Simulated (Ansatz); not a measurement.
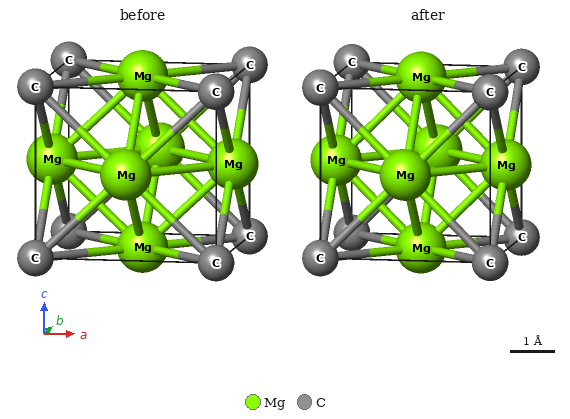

The structure of crystalline Mg$_{3}$C (a generated structure, set up in P4/mmm) (coarse preliminary run) before (left) and after (right) a relaxation, at one scale.

The picture is a ball-and-stick view of the cell of the calculation, seen slightly off an axis.

Level of theory: Ansatz, DFT PBE, scalar-relativistic, plane waves, PAW. (plane-wave cutoff 420 eV; k-point mesh 4 × 4 × 4; occupations gaussian; smearing width 0.1 eV; no spin polarisation; cell and atoms relaxed; force threshold 0.04 eV/Å; at most 70 steps)

Q: Summarise the run.

A: The energy falls by 48.5 meV per atom in 3 accepted moves (4 points after the start). All forces vanish by symmetry, so only the cell relaxes. The pressure goes from −5.79 to −0.04 GPa. At 1 point the geometry stayed and the basis and grid were re-selected for the new cell (energy shift of 0.5 meV per atom at most each time). No atom moves by more than 0.005 Å relative to the cell. The volume changes by −12.2 %, with a = b 4.200 → 3.945 Å (−6.1 %), c 3.963 → 3.943 Å (−0.5 %). Among the contacts that change: Mg–Mg 2.970 → 2.790 Å, C–Mg 2.970 → 2.790 Å, Mg–Mg 2.887 → 2.789 Å, C–Mg 2.887 → 2.789 Å. The space group (tolerance 0.01 Å) goes from P4/mmm (No. 123) to Pm-3m (No. 221).

Limits of the set-up: the k-point mesh is coarse for a cell with partly filled bands.
